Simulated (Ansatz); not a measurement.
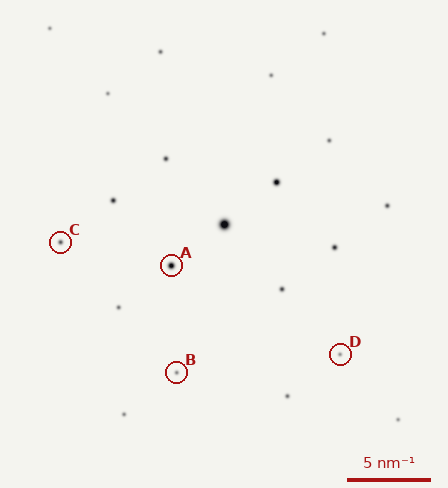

Computed electron diffraction pattern, 200 kV, single scattering only, B = 0.5 Å². The zone axis points towards the electron source and the pattern is seen from the source side.

Zr, space group P6_3/mmc (No. 194), a = 3.250 Å, c = 5.154 Å (hexagonal axes). Structure: the end point of a relaxation at fixed volume with Ansatz 0.2.0, DFT r2SCAN, scalar-relativistic, plane waves, PAW.

Spot A is indexed 0 -1 1 and spot B 1 -3 0.

Give hkl for C, D.

Answer. C = 4A − B = -1 -1 4 (d = 1.010 Å). D = −4A + 2B = 2 -2 -4 (d = 0.950 Å).

Which zone axis is this?

Answer. The cross product of A and B is parallel to [311]; every spot obeys hu + kv + lw = 0.
